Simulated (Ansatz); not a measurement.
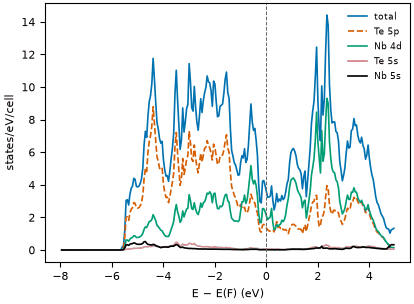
Total and projected density of states of NbTe$_{2}$ in space group C2/m (No. 12; Pearson symbol mS18), r²SCAN (plane waves, PAW; program Ansatz)

Problem. Which orbitals carry the states next to the Fermi level?

Solution. Within 0.5 eV of the Fermi level: Nb 4d 57 %, Te 5p 40 %. Projections are on Löwdin-orthogonalised atomic valence shells; empty p or d shells of many metals are not among them.

Problem. Where is the tallest occupied peak in this window, and what makes it?

Solution. Near -4.4 eV, about 12 states/eV per cell; the largest projected share is Te 5p.

The first step of the workflow began from a Materials Project structure, measured or hypothetical; the Crystallography Open Database files this formula in space group No. 12, but the cells were not matched. Whether it is the stable phase at ambient conditions was not checked. The r²SCAN relaxation kept the symmetry of its start; whether a distortion lowers the energy is not shown. No spin polarisation was allowed. A crystal of weakly bound layers computed without a dispersion correction: the cell and the soft elastic constants depend strongly on that. With an odd number of electrons in the cell and no spin polarisation, the count alone makes it a metal. Scalar-relativistic: spin–orbit coupling is off unless named, which matters more the heavier the elements.

Potentials: the later of the program's two PAW sets.
